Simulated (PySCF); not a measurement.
```xyz
12

C     0.6186    0.7517   -0.1633
O    -0.7532    0.6464   -0.1244
Si   -1.6298   -0.6553   -0.7270
C     1.2735    0.2132    1.0831
F     1.0938    0.0449   -1.2527
H     0.8747    1.8117   -0.3369
H    -1.7009   -0.6316   -2.2154
H    -2.9928   -0.4838   -0.1578
H    -1.0515   -1.9565   -0.2758
H     0.9043    0.7581    1.9625
H     1.0327   -0.8539    1.1986
H     2.3651    0.3260    1.0224
```

Geometry: PBE0-D3(BJ)/def2-SVP.

Theory: PySCF, PBE0/pcSseg-2, SCF density, gas phase, non-relativistic.

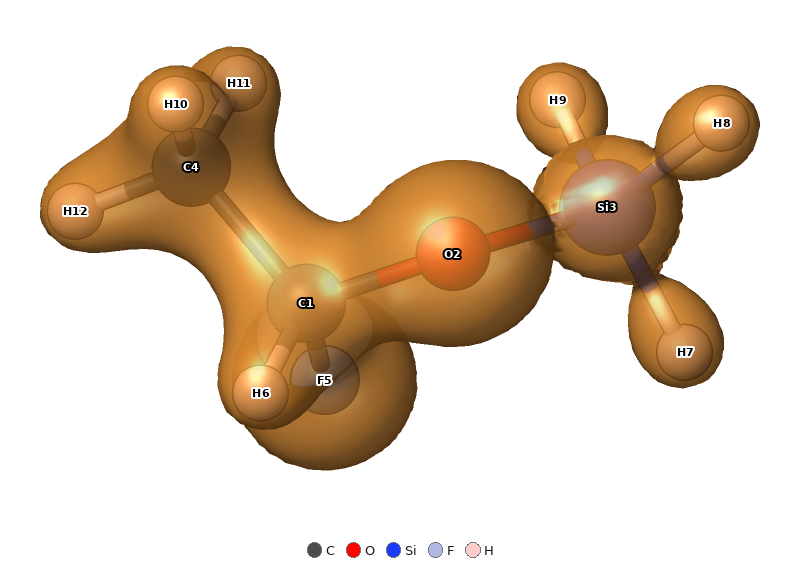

C2H7FOSi (SMILES CC(F)O[SiH3]). Isosurface of the total electron density at 0.8 e/Å³ (orange), seen across its widest extent.

> Which contacts does the surface bridge?

At this value the surface is in one piece. It bridges the sampled C–O (1.38 Å), C–F (1.38 Å), C–C (1.51 Å) and Si–O (1.68 Å) contacts, where the density stays above the isovalue. On the grid the lowest density along these lines, outside the cores, is 1.9 e/Å³ (C–O, 1.38 Å), 1.7 e/Å³ (C–F, 1.38 Å), 1.8 e/Å³ (C–C, 1.51 Å) and 0.94 e/Å³ (Si–O, 1.68 Å).
